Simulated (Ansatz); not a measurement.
# How methods differ on AsH3 (SMILES [H][As]([H])[H])

AsH3: 4 atoms, total charge 0, spin state singlet. SMILES: `[H][As]([H])[H]`. Geometry: a GFN2-xTB relaxation, a rough one for these elements and not checked as a minimum.

```xyz
4

As   -0.0044    0.0055    0.6560
H     1.2165   -0.0297   -0.2079
H    -0.5828    1.0611   -0.2323
H    -0.6294   -1.0369   -0.2157
```

Each level gives the energy change with the As1–H2 bond stretched from 1.496 to 3.740 Å (eV). The values are calculated.

```tsv
level	kind	program	value (eV)	less FCI/STO-3G
HF/STO-3G (restricted)	Hartree–Fock	Ansatz	9.45	+5.37
PBE/STO-3G (restricted)	GGA	Ansatz	6.32	+2.24
r2SCAN/STO-3G (restricted)	meta-GGA	Ansatz	6.71	+2.63
r2SCAN0/STO-3G (restricted)	hybrid meta-GGA	Ansatz	7.44	+3.36
wB97M-V/STO-3G (restricted)	range-separated hybrid	Ansatz	7.96	+3.88
wB97X/STO-3G (restricted)	range-separated hybrid	Ansatz	8.21	+4.13
RPA@PBE/STO-3G (restricted)	RPA	Ansatz	5.06	+0.98
CCSDTQ/STO-3G (restricted)	coupled cluster or CI	Ansatz	4.08	0.00
FCI/STO-3G	exact in the basis	Ansatz	4.08	0.00
```

FCI/STO-3G is exact within its basis and frozen core, so for wave-function methods in that basis the difference is their error; functionals converge differently with the basis, so for them it is only a difference. Spin-restricted single references rise too steeply as a bond breaks, Hartree–Fock most of all. Perturbation and coupled-cluster corrections on them can overshoot downwards. All-electron rows without a relativistic Hamiltonian named are non-relativistic. The first shape isn't each level's own minimum. The values span 4.08 to 9.45 eV. All rows use very small basis sets, so even the best lies far from the true value. In the correlated wave-function rows the outer d shell of As is correlated, in sets not made for it.

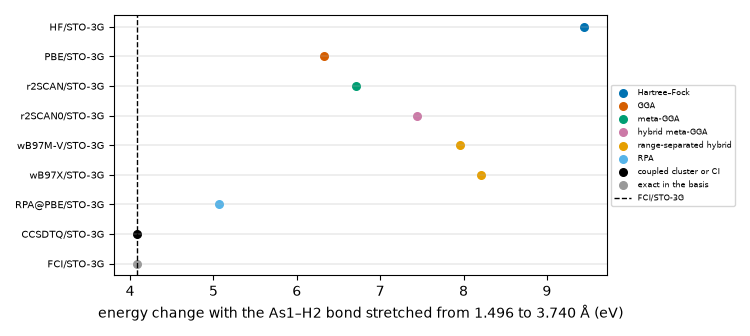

The values of the table, level by level.
